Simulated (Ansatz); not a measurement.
# Single-point calculation, with input and output: ZrH₂O₂F₂ (charge +1)

ZrH₂O₂F₂, charge +1, multiplicity 2, computed with UKS PBE-QIDH/def2-SVP (Ansatz 0.2.0).

Some settings of this run were made unusual or wrong on purpose. The geometry comes from this level: PBE0-D4/def2-TZVP.

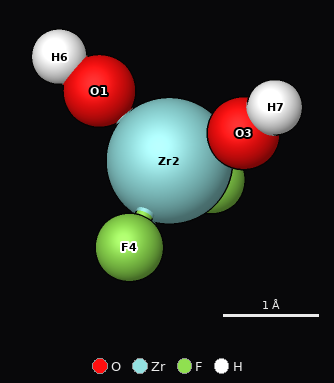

The structure as given in the input (ball-and-stick view, seen at a tilt; atoms are numbered from 1 in the order of the input). Sticks mark near contacts.

**The input**
```yaml
crystal:
  periodic: [false, false, false]
  atoms:
    - {symbol: O, position_ang: [-0.725724, -0.498639, -0.304058]}
    - {symbol: Zr, position_ang: [0.226250, -0.153905, -0.038788]}
    - {symbol: O, position_ang: [0.193868, 0.824766, 0.466257]}
    - {symbol: F, position_ang: [0.673324, -0.798113, 0.755309]}
    - {symbol: F, position_ang: [0.828110, -0.090133, -0.904432]}
    - {symbol: H, position_ang: [-1.227852, -0.716694, -0.407635]}
    - {symbol: H, position_ang: [0.059720, 1.295470, 0.607857]}
basis:
  gaussian: {orbitals: def2-SVP}
total_charge: 1
magnetization: {spin_polarized: true, initial_magnetization: 1}
hamiltonian: {xc: {name: PBE-QIDH}, pseudopotentials: {relativity: none}}
```

Machine: 4 threads of Arm Neoverse V1, 23 GiB of memory available, shared host.

Launched with:
```bash
ansatz run in.yaml --threads 4 --pin off --events-out ev --progress --plain --max-ram 10444MiB
```

**The program's output**
```
Functional definition: PBE-QIDH
  name "PBE-QIDH"
  cite "Brémond, Sancho-García, Pérez-Jiménez & Adamo, J. Chem. Phys. 141, 031101 (2014) doi:10.1063/1.4890314"
  cite "Perdew, Burke & Ernzerhof, Phys. Rev. Lett. 77, 3865 (1996) doi:10.1103/PhysRevLett.77.3865"
  parameter a = 3^(-1/3)
  parameter c = 1/3
  exchange = (1 - a)*pbe_x + a*exact_x
  correlation = (1 - c)*pbe_c + c*(mp2_os + mp2_ss)
936 factors; integrals over basis functions are off by at most 3.3e-4 eV
mean field evaluation 1: about -10564.1717 eV, gradient 8.0e1 eV
mean field evaluation 2: about -10564.2312 eV, gradient 8.0e1 eV
mean field evaluation 4: about -10582.0455 eV, gradient 2.7e1 eV
mean field evaluation 8: about -10585.7738 eV, gradient 2.3e0 eV
mean field evaluation 16: about -10585.9531 eV, gradient 7.2e-2 eV
mean field evaluation 32: about -10585.9534 eV, gradient 2.2e-4 eV
mean field evaluation 64: about -10568.5332 eV, gradient 5.9e1 eV
mean field evaluation 96: about -10577.4574 eV, gradient 7.6e0 eV
mean field -10585.95340354 eV, -389.0266121631 hartree, gradient 4.3e-6 eV, S^2 0.760096; 4 other end points of the search recorded, 0 dependent functions left out
4 core orbitals not correlated: weight in the atoms' cores, before any rotation towards them, 1.000 or more for the frozen orbitals, at most 0.000 for the correlated occupied ones
reference -10585.95341787 eV, -389.0266126898 hartree; 20, 19 occupied and 73, 74 virtual orbitals, 936 factors
second order -29.01338099 eV of doubles, -0.00000000 eV of singles
Total energy: -10595.62454487 eV, -389.3820200516 hartree
```

**What the run reported**

- outcome: converged
- total energy: −10595.6245 eV
- mean-field energy: −10585.9534 eV
- ⟨S²⟩: 0.760
- SCF solution under orbital rotations: stable
- wall time: 9 s (CPU time 33 s)
- peak memory: 0.41 GiB

A setting was made wrong on purpose: squeeze. The program still converged, but the numbers can't be taken as results for the intended system.
